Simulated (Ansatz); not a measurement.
Base system: Pd in the fcc (Cu type) structure (space group Fm-3m, No. 225; a = 3.878 Å; relaxed with 0.1 eV smearing). Axes: x, y, z lie along the cube axes.

Structures relaxed with PBEsol (Ansatz, a first-principles code), without spin-orbit coupling.

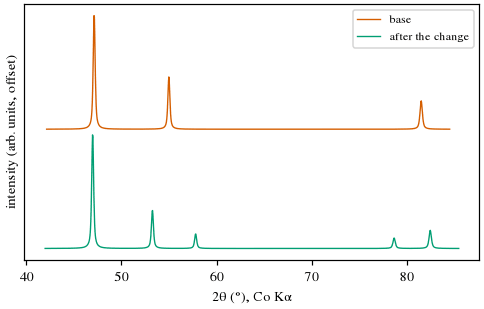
Simulated powder patterns before (top) and after one change

**Question.** Which of these changes matches the shifts?
A. biaxial strain −1.00 %, plane normal [001], relaxed out of plane
B. biaxial strain +2.00 %, plane normal [001], relaxed out of plane
C. biaxial strain +3.00 %, plane normal [001], relaxed out of plane
D. biaxial strain −2.50 %, plane normal [001], relaxed out of plane

**Answer.** C, biaxial strain +3.00 %, plane normal [001], relaxed out of plane. Its volume per atom is 14.77 Å³ against 14.58 Å³, and its space group is I4/mmm (No. 139).

Whether these cells are dynamically stable was not tested. The final runs are not spin-polarised.
